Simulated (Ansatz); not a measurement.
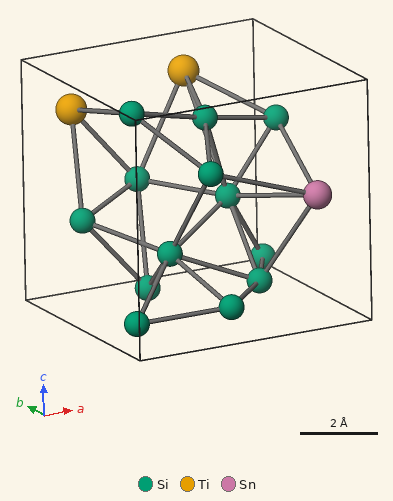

Starting frame of a dynamics run of an amorphous cell of composition Ti2Si13Sn (16 atoms in the cell). It starts from the last geometry of an earlier run, with fresh velocities. Style: ball-and-stick. Shown: the simulation cell, slightly off an axis. Bonds to atoms that aren't drawn are left out.

These are results of DFT PBE, scalar-relativistic, plane waves, PAW (Ansatz 0.2.0), not measurements.

The input:
```yaml
crystal:
  lattice:
    - [6.78167, -0.034943, 0.112108]
    - [-0.034943, 6.465895, 0.131942]
    - [0.112108, 0.131942, 6.460074]
  atoms:
    - { symbol: Si, position: [0.8618874473, 0.6691697461, 0.1193674492] }
    - { symbol: Si, position: [0.0524488185, 0.1294583647, 0.1115167537] }
    - { symbol: Si, position: [0.1802375825, 0.4017590528, 0.8960200947] }
    - { symbol: Si, position: [0.6738248628, 0.3159428817, 0.1399605935] }
    - { symbol: Si, position: [0.4098798048, 0.8361645675, 0.4751786556] }
    - { symbol: Si, position: [0.363283474, 0.667239206, 0.0727786387] }
    - { symbol: Si, position: [0.3264949641, 0.3894966478, 0.2912623088] }
    - { symbol: Si, position: [0.871197954, 0.5485222228, 0.7257418089] }
    - { symbol: Si, position: [0.659602237, 0.5521833878, 0.4354598577] }
    - { symbol: Si, position: [0.0951887157, 0.680608026, 0.395036178] }
    - { symbol: Si, position: [0.3928267614, 0.1510530866, 0.6718787179] }
    - { symbol: Si, position: [0.4082585293, 0.0213241107, 0.148514785] }
    - { symbol: Si, position: [0.5335772952, 0.4820337843, 0.7992906338] }
    - { symbol: Ti, position: [0.1567162357, 0.8865050396, 0.7952820518] }
    - { symbol: Ti, position: [0.6401589999, 0.8824990579, 0.8761781935] }
    - { symbol: Sn, position: [0.8358394887, 0.1217821909, 0.5176375188] }
  symmetry: { detect: false }
basis:
  ecutwfc: 420
  xc_grid: 1
kpoints:
  mp_grid: { grid: [1, 1, 1], shift: [0.25, 0.25, 0.25] }
hamiltonian:
  xc: pbe
scf:
  occupations: { method: fermi_dirac, width: 0.05 }
  lower_state_search: "off"
  convergence: { dr2_threshold: 1.0e-05 }
output:
  forces: true
  stress: true
md:
  timestep: 3.0
  n_steps: 250
  ensemble: nvt_langevin
  friction: 0.03
  temperature: 300.0
  initial_velocities: maxwell_boltzmann
  seed: 27488
```

Command:
```bash
ansatz run input.yaml --threads 2 --pin off --max-ram 5120MiB --backend cpu --events-out ev --progress --plain --runs-dir out
```

Q: Predict how the run goes.

A: The mean temperature in the second half is 309 K (standard deviation 57 K). The potential energy is still drifting at the end, so the run hasn't reached equilibrium. The potential energy in the second half lies on average 76.1 meV per atom below the first frame. The first frame is far from relaxed (forces up to 2.1 eV/Å), so much of the motion is the structure settling. The mean pressure there is −0.8 GPa. In the second half of the run the atoms are, in the root-mean-square, this far from where they began (common drift taken out): Sn 0.64 Å, Si 0.59 Å, Ti 0.27 Å. Against the typical shortest distance between atoms in the first frame, about 2.4 Å these are large excursions, but over 750 fs one can't yet tell strong vibration from the start of diffusion. Bond changes: 3 Si–Si bonds break between 294 fs and 525 fs; 3 Si–Si bonds form between 618 fs and 699 fs.

Along the run (each row but the first and the last is the mean over the interval that it begins):

```csv
time (fs),potential energy (meV/atom),T (K),p (GPa)
0.0,0.0,281,-1.7
75.0,-49.4,281,-1.8
150.0,-60.6,290,-1.5
225.0,-57.8,242,-1.2
300.0,-56.4,262,0.0
375.0,-63.3,283,-0.6
450.0,-64.3,289,-0.6
525.0,-78.5,332,-1.2
600.0,-85.1,302,-1.5
675.0,-88.5,338,-0.4
750.0,-99.1,300,-0.4
```

The paths of the atoms:

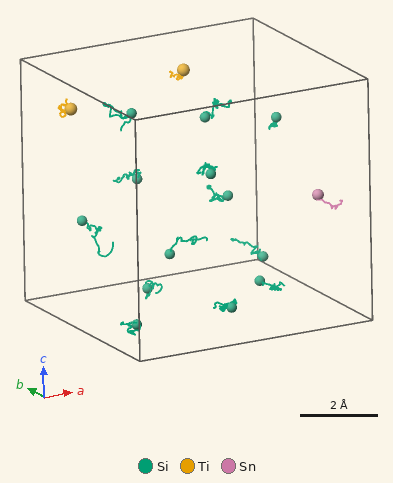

Limits of the set-up: the periodic images lie only 6.5 Å apart, so the values are limited by the cell's size.
